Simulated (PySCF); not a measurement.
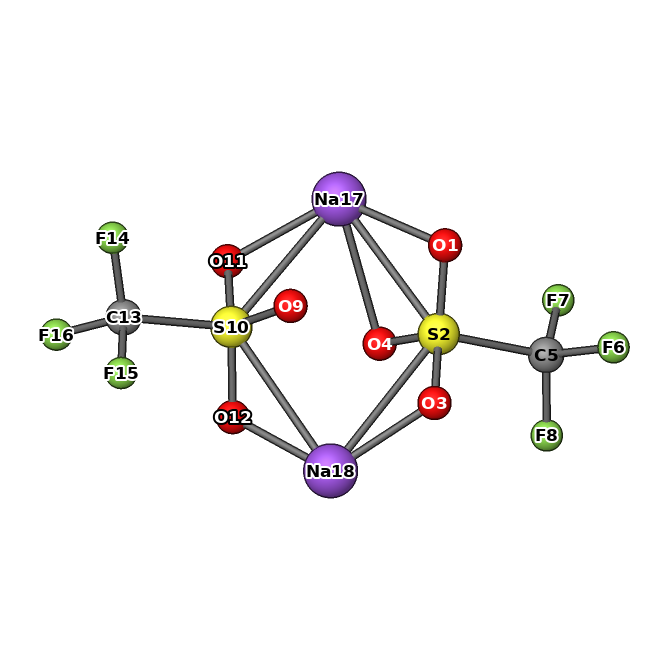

The questions are on isotropic NMR shieldings of the Na atoms. The computed structure is the end point of a GFN2-xTB optimisation. No frequency run is at hand to confirm it as a minimum. Level of theory: GIAO PBE/pcSseg-1 NMR shielding, non-relativistic, gas phase (PySCF 2.14.0).

Give the isotropic NMR shieldings of the Na atoms atom by atom.

```json
{"atom": "Na17", "σ (ppm)": "539.8"}
{"atom": "Na18", "σ (ppm)": "534.0"}
```

The geometry is semi-empirical. Around Na such bond lengths and angles can be off by a tenth of an ångström or more and by several degrees, and values that hang on the shape move with them.
